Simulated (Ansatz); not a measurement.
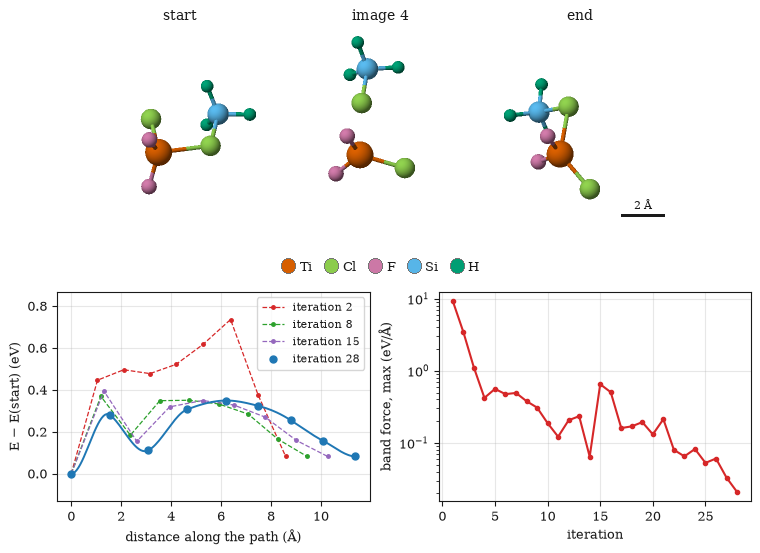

NEB run on TiSiH3Cl2F2 (multiplicity 2). Images are numbered from 0 (start) to 8 (end). The plot follows the band through its iterations. A ball-and-stick model, seen from a free direction.

Computed with Ansatz, UKS PBE/def2-SVP. Run with 7 movable images; climbing image; force threshold 0.03 eV/Å; iteration limit 60; starting path through a guess of the saddle point.

**Judge this run.**

The run is converged, with reservations. The band converged in 28 iterations. The largest component of the band force went from 9.2 to 0.021 eV/Å. The climbing image converged on the top of the path. Its vibrational analysis gives no imaginary modes over 30i cm⁻¹, so it isn't confirmed as a transition state. The first iteration put the highest image at 2.65 eV. The energy climbs by 0.35 eV to image 4 and then falls by 0.27 eV, so the end point sits at +0.08 eV. The profile has 2 maxima (images 1, 4) with a dip at image 2 (+0.11 eV), so the process runs in steps.

The run took 13 min on 4 threads of Arm Neoverse V1 (shared host), peak memory 0.37 GiB.
